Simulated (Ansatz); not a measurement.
# KBr: 7 layers

Start from KBr in the rock salt structure (space group Fm-3m, No. 225; a = 6.608 Å). Axes: x, y, z lie along the cube axes.

Modification: a free-standing slab of 7 layers (14 atoms, 2 a layer) is cut normal to the z axis, with 15 Å of vacuum and the in-plane cell held at bulk.

Level of theory: Ansatz (an electronic-structure program) r2SCAN, no spin-orbit coupling. k-mesh 7×7×1 (Γ-centred); smearing 0.05 eV (Fermi–Dirac), for the changed cell.

The layer's space group (with vacuum) comes out as P4/mmm (No. 123) and the shortest interatomic distance decreases by 0.035 Å (3.304 Å → 3.269 Å). The band gap grows by 0.02 eV to 5.09 eV and the gap character amounts to direct at Γ. The valence-band top at Γ (three highest levels, from the VBM) changes from 0.00, 0.00, 0.00 eV to 0.00, 0.00, -0.01 eV and the excess energy per area of both faces (slab less bulk energy over the cell's area: twice a surface energy) amounts to 0.27 J/m². The change of the spacing d12 from its bulk value of 3.304 Å comes out as -0.5 % and the change of the spacing d23 from its bulk value of 3.304 Å amounts to +0.1 %.

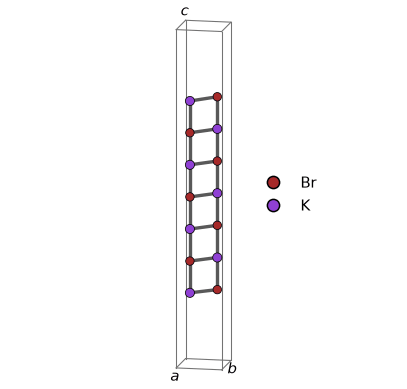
Figure: The relaxed cell after the change

Slab and bulk use different k-meshes, which limits the precision of the excess energy. No phonon test of stability was made. k-point labels follow each cell's own Brillouin zone.
